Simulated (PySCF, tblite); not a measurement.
**C₆H₈FPSi: geometry, infrared bands and NMR shifts**

What infrared bands and NMR shifts should C₆H₈FPSi (`Fc1ccc(P[SiH3])cc1`) show?

Computed with tblite 0.8.0 and PySCF 2.14.0, with density-fitted response routines of our own, on a single molecule in the gas phase. Atoms count from 0, in the outputs and in this text.

## Step 1: The starting structure

17 atoms, charge 0, multiplicity 1; geometry from: force field or distance geometry start.

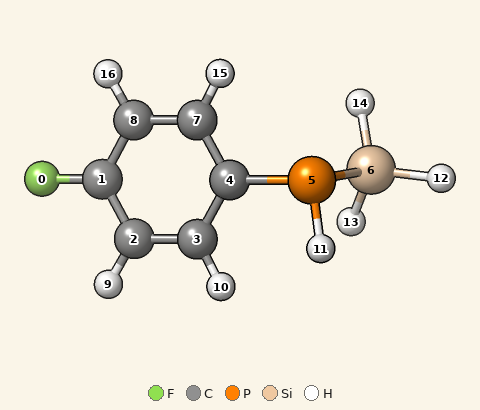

The starting geometry (fluorine green, carbon grey, phosphorus orange, silicon light orange, hydrogen white), atoms numbered.

## Step 2: Optimising the geometry with GFN2-xTB

Job settings and geometry (Å):

```
{"job": {"kind": "relax", "xc": "GFN2-xTB", "basis": "xTB"}, "charge": 0, "multiplicity": 1}
F     -3.792600     0.724000     0.114500
C     -2.529200     0.378900     0.302900
C     -2.024700    -0.786100    -0.276000
C     -0.703000    -1.144300    -0.082700
C      0.141300    -0.360200     0.725100
P      1.867500    -0.833400     1.001400
Si     2.868100     0.341200    -0.610300
C     -0.372000     0.805300     1.319800
C     -1.704800     1.165100     1.110600
H     -2.694100    -1.392500    -0.888700
H     -0.339700    -2.066500    -0.541000
H      1.879600    -2.081800     0.338200
H      4.288900    -0.064400    -0.664200
H      2.214200     0.036500    -1.906000
H      2.763600     1.795300    -0.294700
H      0.243600     1.427400     1.962700
H     -2.113700     2.067600     1.571800
```

Run with:

```sh
> OMP_NUM_THREADS=1 python probes_run.py task.json out
```

One launch serves the whole session: the jobs run in the order shown.

The log of the run:

```text
step      E/eV     max force
  0    -704.50617    1.745
  1    -704.55813    0.414
  2    -704.57454    0.331
  3    -704.58650    0.244
  4    -704.59206    0.260
  5    -704.59747    0.186
  6    -704.60078    0.140
  7    -704.60310    0.104
  8    -704.60457    0.122
  9    -704.60546    0.090
 10    -704.60598    0.073
 11    -704.60644    0.059
 12    -704.60693    0.067
 13    -704.60740    0.064
 14    -704.60774    0.049
 15    -704.60798    0.048
 16    -704.60823    0.053
 17    -704.60849    0.054
 18    -704.60868    0.040
 19    -704.60876    0.020
 20    -704.60881    0.025
 21    -704.60887    0.032
 22    -704.60894    0.027
 23    -704.60900    0.020
 24    -704.60904    0.016
 25    -704.60907    0.016
 26    -704.60910    0.020
 27    -704.60914    0.016
 28    -704.60919    0.020
 29    -704.60927    0.028
 30    -704.60938    0.031
 31    -704.60954    0.040
 32    -704.60969    0.033
 33    -704.60979    0.023
 34    -704.60987    0.027
 35    -704.60996    0.032
 36    -704.61006    0.028
 37    -704.61017    0.024
 38    -704.61026    0.024
 39    -704.61035    0.020
 40    -704.61044    0.026
 41    -704.61052    0.028
 42    -704.61061    0.031
 43    -704.61069    0.029
 44    -704.61078    0.031
 45    -704.61087    0.024
 46    -704.61093    0.016
 47    -704.61098    0.019
 48    -704.61105    0.022
 49    -704.61114    0.029
 50    -704.61124    0.024
 51    -704.61129    0.016
 52    -704.61132    0.015
 53    -704.61135    0.015
 54    -704.61139    0.019
 55    -704.61145    0.018
 56    -704.61150    0.017
 57    -704.61154    0.017
 58    -704.61157    0.016
 59    -704.61159    0.010
```

Run time: 0.47 s. Hardware: 1 thread of Arm Neoverse V1, shared host.

Along the way: (not every step is listed)

| step | energy from step 0 (eV) | largest force (eV/Å) |
| --- | --- | --- |
| 0 | 0.0000 | 1.7452 |
| 1 | -0.0520 | 0.4139 |
| 2 | -0.0684 | 0.3305 |
| 3 | -0.0803 | 0.2439 |
| 4 | -0.0859 | 0.2598 |
| 5 | -0.0913 | 0.1860 |
| 6 | -0.0946 | 0.1404 |
| 7 | -0.0969 | 0.1039 |
| 8 | -0.0984 | 0.1216 |
| 12 | -0.1008 | 0.0668 |
| 16 | -0.1021 | 0.0526 |
| 20 | -0.1026 | 0.0249 |
| 24 | -0.1029 | 0.0163 |
| 28 | -0.1030 | 0.0204 |
| 32 | -0.1035 | 0.0328 |
| 36 | -0.1039 | 0.0279 |
| 40 | -0.1043 | 0.0260 |
| 44 | -0.1046 | 0.0308 |
| 48 | -0.1049 | 0.0224 |
| 52 | -0.1051 | 0.0151 |
| 54 | -0.1052 | 0.0191 |
| 55 | -0.1053 | 0.0181 |
| 56 | -0.1053 | 0.0168 |
| 57 | -0.1054 | 0.0166 |
| 58 | -0.1054 | 0.0163 |
| 59 | -0.1054 | 0.0097 |

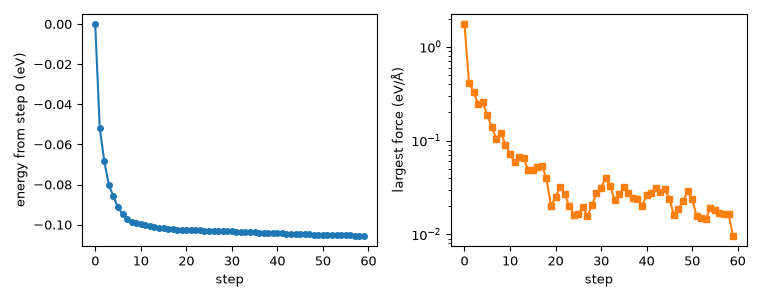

Energy and largest force along the relaxation.

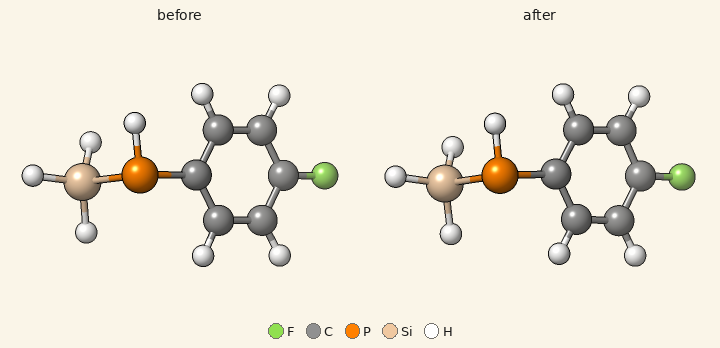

Before and after, at one scale.

Distances of close pairs at the start and the end, largest changes first:

| bond | before (Å) | after (Å) | change (Å) |
| --- | --- | --- | --- |
| Si6–H14 | 1.492 | 1.463 | -0.029 |
| F0–C1 | 1.323 | 1.350 | +0.027 |
| P5–H11 | 1.414 | 1.392 | -0.022 |
| Si6–H13 | 1.483 | 1.465 | -0.018 |
| Si6–H12 | 1.479 | 1.461 | -0.017 |
| C3–C4 | 1.407 | 1.391 | -0.016 |
| C7–C8 | 1.396 | 1.381 | -0.016 |
| C8–H16 | 1.093 | 1.079 | -0.014 |

The end geometry stands in the next job.

## Step 3: Infrared spectrum with GFN2-xTB

Job settings and geometry (Å):

```
{"job": {"kind": "ir", "xc": "GFN2-xTB", "basis": "xTB"}, "charge": 0, "multiplicity": 1}
F     -3.741463     0.764536     0.078122
C     -2.465293     0.378793     0.292693
C     -2.019214    -0.804873    -0.266030
C     -0.710522    -1.192820    -0.048385
C      0.143383    -0.404421     0.716269
P      1.872962    -0.867335     1.041315
Si     2.794039     0.369260    -0.587150
C     -0.338689     0.776241     1.277686
C     -1.642358     1.178535     1.066056
H     -2.691198    -1.404174    -0.860607
H     -0.348613    -2.116925    -0.476843
H      1.846976    -2.048701     0.306206
H      4.196529    -0.033461    -0.663345
H      2.141422     0.174226    -1.884411
H      2.660059     1.768596    -0.183015
H      0.320420     1.381200     1.884562
H     -2.025439     2.093353     1.490247
```

The log of the run:

```text
mode    cm-1     km/mol
  1      36.1      0.25
  2      61.6      0.60
  3      78.4      0.09
  4     139.1      0.86
  5     221.9      1.94
  6     320.9      6.07
  7     348.4      7.98
  8     371.1      0.04
  9     384.3      5.27
 10     451.0     35.26
 11     470.7      6.07
 12     475.6     18.97
 13     514.9      9.82
 14     602.9      0.16
 15     616.3     32.93
 16     656.4      1.98
 17     698.5     34.13
 18     746.2    508.16
 19     756.5    193.34
 20     786.9    122.60
 21     800.2     62.56
 22     821.7     17.67
 23     862.6      0.54
 24     863.3     12.08
 25     902.9      0.81
 26     916.2      0.03
 27    1004.5     26.52
 28    1111.4     17.32
 29    1118.3      3.41
 30    1166.2     20.54
 31    1231.6    140.66
 32    1256.0      4.95
 33    1321.3      1.30
 34    1398.9      0.28
 35    1462.8    100.71
 36    1576.7      4.95
 37    1588.5     15.51
 38    2241.7    195.03
 39    2260.6     37.96
 40    2280.2    241.36
 41    2289.4    271.75
 42    3069.2     14.59
 43    3070.7     17.50
 44    3103.5     15.57
 45    3106.9     12.54
```

Run time: 0.72 s. Hardware: 1 thread of Arm Neoverse V1, shared host.

Which atoms move in the most intense modes:

| cm⁻¹ | km/mol | atoms |
| --- | --- | --- |
| 746 | 508.2 | H14 42 %, H12 34 %, H13 13 % |
| 756 | 193.3 | H12 47 %, H14 28 %, H13 17 % |
| 787 | 122.6 | H13 55 %, H14 29 %, H12 12 % |
| 1232 | 140.7 | C1 40 %, H15 14 %, H10 11 %, F0 10 % |
| 1463 | 100.7 | C1 17 %, C7 14 %, C3 13 %, C4 10 % |
| 2242 | 195.0 | H13 96 % |
| 2280 | 241.4 | H12 90 % |
| 2289 | 271.8 | H11 77 %, H14 19 % |

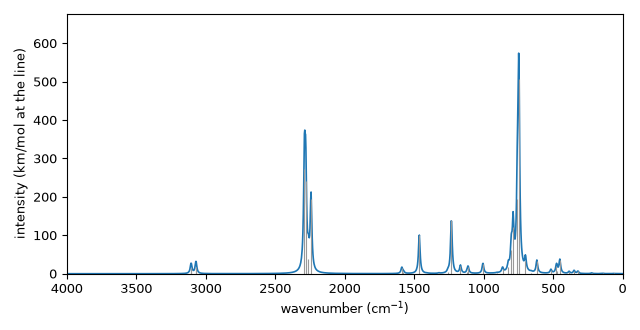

The infrared spectrum from these modes, unscaled. Lines are broadened to a width of 14 cm⁻¹ (Lorentzian).

## Step 4: Shielding tensors: PBE0/pcSseg-1

The job, as its differences from that of step 3:

```diff
@@ -1,2 +1,2 @@
-{"job": {"kind": "ir", "xc": "GFN2-xTB", "basis": "xTB"}, "charge": 0, "multiplicity": 1}
+{"job": {"kind": "nmr", "xc": "PBE0", "basis": "pcSseg-1"}, "charge": 0, "multiplicity": 1}
 F     -3.741463     0.764536     0.078122
```

With the program's defaults for keys left out, this is: GIAO PBE0/pcSseg-1 NMR shielding, non-relativistic, gas phase.

The log of the run:

```text
coarse grid: 15816 points
cycle   1  E = -963.3362286266  dE =  1.366e+00  |g| = 4.862e-01  |ddm| = 4.087e+00
cycle   2  E = -963.3116659001  dE =  2.456e-02  |g| = 6.215e-01  |ddm| = 9.840e-01
cycle   3  E = -963.3819426210  dE = -7.028e-02  |g| = 9.628e-02  |ddm| = 5.587e-01
cycle   4  E = -963.3838650648  dE = -1.922e-03  |g| = 4.609e-02  |ddm| = 1.385e-01
cycle   5  E = -963.3844173374  dE = -5.523e-04  |g| = 1.095e-02  |ddm| = 5.447e-02
cycle   6  E = -963.3844431987  dE = -2.586e-05  |g| = 3.474e-03  |ddm| = 1.565e-02
cycle   7  E = -963.3844460025  dE = -2.804e-06  |g| = 7.885e-04  |ddm| = 4.878e-03
final grid: 145680 points
cycle   8  E = -963.4431959321  dE = -3.324e-05  |g| = 8.319e-03  |ddm| = 4.729e-02
cycle   9  E = -963.4431828290  dE =  1.310e-05  |g| = 1.168e-02  |ddm| = 2.104e-02
cycle  10  E = -963.4432125623  dE = -2.973e-05  |g| = 1.152e-03  |ddm| = 1.257e-02
cycle  11  E = -963.4432127892  dE = -2.270e-07  |g| = 2.970e-04  |ddm| = 1.417e-03
cycle  12  E = -963.4432128064  dE = -1.718e-08  |g| = 1.339e-04  |ddm| = 4.304e-04
cycle  13  E = -963.4432128109  dE = -4.477e-09  |g| = 3.484e-05  |ddm| = 1.639e-04
cycle  14  E = -963.4432128112  dE = -3.015e-10  |g| = 4.461e-06  |ddm| = 4.639e-05
converged SCF energy = -963.4432128112

GIAO shielding tensors (ppm)
atom      isotropic    diamagn.    paramagn.     s11        s22        s33       span
  0 F      287.972     477.730    -189.758    208.050    298.873    356.993    148.943
  1 C       14.154     255.737    -241.583    -70.037     27.222     85.277    155.314
  2 C       64.554     256.549    -191.995    -21.964     49.180    166.447    188.411
  3 C       46.015     254.200    -208.185    -57.665     44.381    151.330    208.995
  4 C       52.816     267.160    -214.344    -40.360     20.854    177.953    218.313
  5 P      488.725     968.073    -479.348    360.842    438.829    666.505    305.664
  6 Si     419.809     880.188    -460.379    380.008    413.118    466.300     86.292
  7 C       47.183     254.158    -206.975    -62.615     36.742    167.422    230.038
  8 C       65.212     256.360    -191.148    -21.591     49.271    167.957    189.548
  9 H       24.459      29.940      -5.481     20.908     25.094     27.375      6.466
 10 H       23.941      33.847      -9.906     19.799     22.907     29.116      9.317
 11 H       28.296      31.285      -2.989     23.312     27.465     34.110     10.799
 12 H       27.514      28.909      -1.395     24.204     24.366     33.972      9.768
 13 H       27.733      29.741      -2.008     23.874     26.817     32.507      8.633
 14 H       27.850      29.775      -1.925     24.216     26.826     32.509      8.292
 15 H       24.051      32.907      -8.857     19.998     22.518     29.637      9.639
 16 H       24.428      29.662      -5.235     20.878     25.080     27.325      6.446
```

Wall time 44 s (1 thread of Arm Neoverse V1, shared host); peak memory 0.94 GiB.

The references, computed at this level on geometries of the same kind, shield at (ppm): 1H TMS 31.72, 13C TMS 186.9, 29Si TMS 349.2, 19F CFCl3 170.9, 31P H3PO4 318.4. Their shielding less the atom's gives the shift. The references are single molecules in the gas phase, so shifts against H2O, NH3, PH3, H3PO4 or CFCl3 are not on the usual liquid scales and can be off by tens of ppm. Atoms listed in one row are averaged.

| atoms | environment | σ (ppm) | δ (ppm) | δ scaled to CDCl3 |
| --- | --- | --- | --- | --- |
| C1 | aromatic carbon bearing fluorine | 14.2 | 172.8 | 166.7 |
| C3, C7 | aromatic CH | 46.6 | 140.3 | 135.0 |
| C4 | substituted aromatic carbon | 52.8 | 134.1 | 129.0 |
| C2, C8 | aromatic CH | 64.9 | 122.0 | 117.2 |
| H10, H15 | hydrogen on an aromatic CH | 24.00 | 7.72 | 7.38 |
| H9, H16 | hydrogen on an aromatic CH | 24.44 | 7.27 | 6.96 |
| H12, H13, H14 | hydrogen on a silicon bonded to P | 27.70 | 4.02 | – |
| H11 | hydrogen on a phosphorus bonded to C, Si | 28.30 | 3.42 | – |
| F0 | aryl fluorine | 288.0 | -117.0 | – |
| P5 | phosphorus bonded to C, Si, H | 488.7 | -170.4 | – |
| Si6 | silicon bonded to P, 3 H | 419.8 | -70.7 | – |

The scaled column applies a straight-line fit of computed shieldings to shifts measured in CDCl3, and one for carbons that bear F (root-mean-square error 0.16 ppm for H, 1.9 ppm for C).

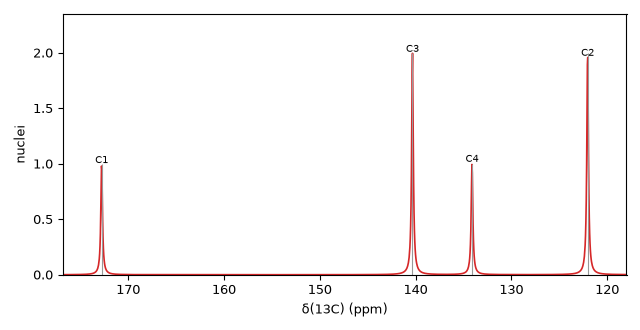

13C lines at the computed shifts, without couplings. Lines are broadened to a width of 0.20 ppm (Lorentzian).

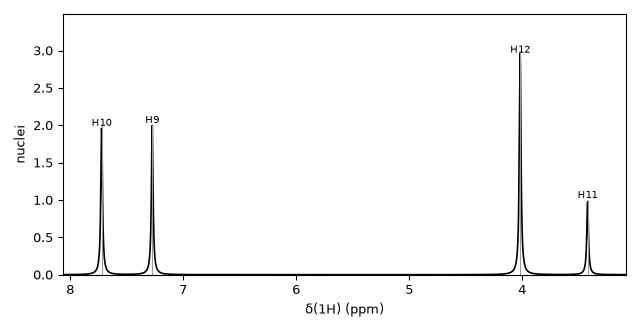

1H lines at the computed shifts, without couplings. Lines are broadened to a width of 0.02 ppm (Lorentzian).

The run also stored atomic charges by several schemes (e):

| atoms | Mulliken | IAO | Hirshfeld | ESP fit |
| --- | --- | --- | --- | --- |
| F0 | -0.28 | -0.27 | -0.09 | -0.21 |
| C1 | 0.32 | 0.29 | 0.09 | 0.42 |
| C2, C8 | -0.13 | -0.19 | -0.06 | -0.36 |
| C3, C7 | 0.01 | -0.14 | -0.05 | -0.12 |
| C4 | -0.48 | -0.20 | -0.05 | 0.12 |
| P5 | 0.04 | 0.09 | 0.03 | -0.37 |
| Si6 | 0.38 | 0.42 | 0.25 | 0.37 |

IAO charges:

F0 -0.27; C1 0.29; C2 -0.19; C3 -0.14; C4 -0.20; P5 0.09; Si6 0.42; C7 -0.14; C8 -0.19; H9 0.17; H10 0.15; H11 -0.02; H12 -0.11; H13 -0.11; H14 -0.10; H15 0.16; H16 0.17

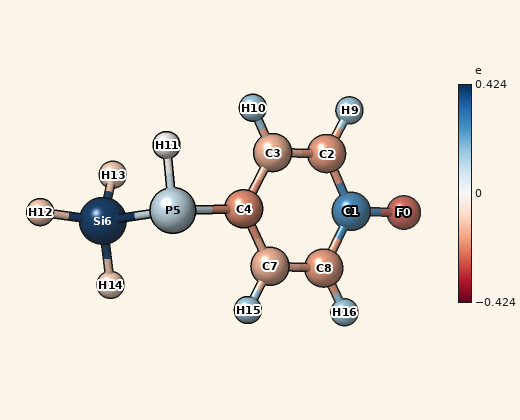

IAO charges, as colours on the atoms.

Mayer bond orders: F0–C1 0.89, C1–C2 1.42, C2–C3 1.43, C3–C4 1.39, C4–P5 0.97, P5–Si6 0.93, C4–C7 1.39, C7–C8 1.44, C8–C1 1.42.

Ring of atoms C1, C2, C3, C4, C7, C8: NICS(0) -9.7, NICS(1) -11.0, NICS(1)zz -26.7 ppm (means of both faces).

The fields below are evaluated on a grid from the run's orbitals.

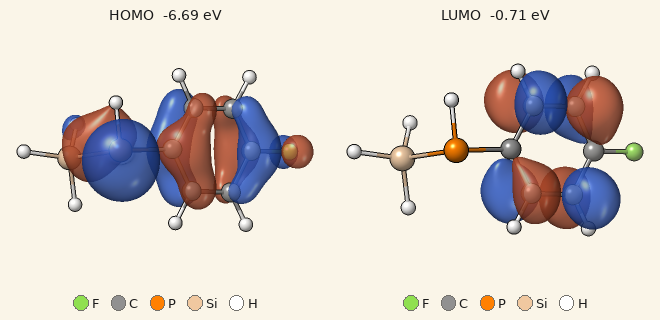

PBE0/pcSseg-1 orbitals near the gap, drawn at the value that encloses 70 % of each; the two colours are the two signs.

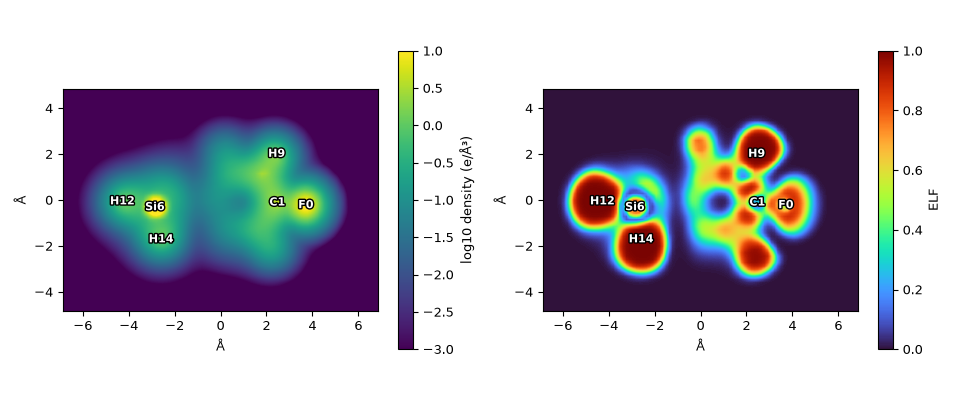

Density (left) and ELF (right) in a plane through or near 6 of the atoms.

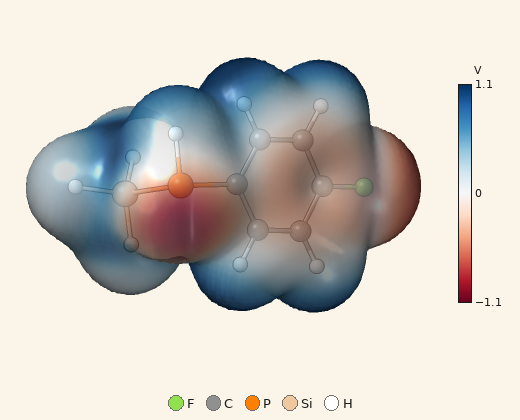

The potential that a unit positive charge feels on the 0.002 e/bohr³ surface, from the 1st to the 99th percentile, from -0.85 V near P5 to 1.10 V near H10.

## Step 5: What came out

| quantity | value |
| --- | --- |
| strongest single infrared mode (GFN2-xTB) | 746 cm⁻¹, 508 km/mol |
| zero-point energy (GFN2-xTB) | 70.9 kcal/mol |
| 13C shifts against TMS (PBE0/pcSseg-1, means over atoms taken as alike) | 172.8, 140.3, 134.1, 122.0 ppm |
| 1H shifts against TMS (PBE0/pcSseg-1, means over atoms taken as alike) | 7.72, 7.27, 4.02, 3.42 ppm |
| 19F shifts against CFCl3 (PBE0/pcSseg-1) | -117.0 ppm |
| 31P shifts against H3PO4 (PBE0/pcSseg-1) | -170.4 ppm |
| 29Si shifts against TMS (PBE0/pcSseg-1) | -70.7 ppm |
| surface potential, 1st and 99th percentile | -0.85 V and 1.10 V |

The optimisation took 59 steps and gained 0.105 eV; among the close pairs (by a distance rule), Si6–H14 changed most, from 1.492 to 1.463 Å. No mode is imaginary among the 45: a minimum at this level. The strongest single mode, at 746 cm⁻¹, moves mainly H14 and H12. GFN2-xTB is a fitted tight-binding method: band positions and strengths are rough. Its intensities can rank the bands wrongly. At PBE0/pcSseg-1: The largest span, 306 ppm, is at P5, where the paramagnetic term is -479 ppm. NICS(1)zz of -27 ppm above the planar ring from C1 marks a diatropic (aromatic) ring current. By nearest atom (PBE0/pcSseg-1), the HOMO sits on P5 33 %; C1, C4 about 13 % each and the LUMO on C3, C8 about 20 % each; C2, C7 about 16 % each.
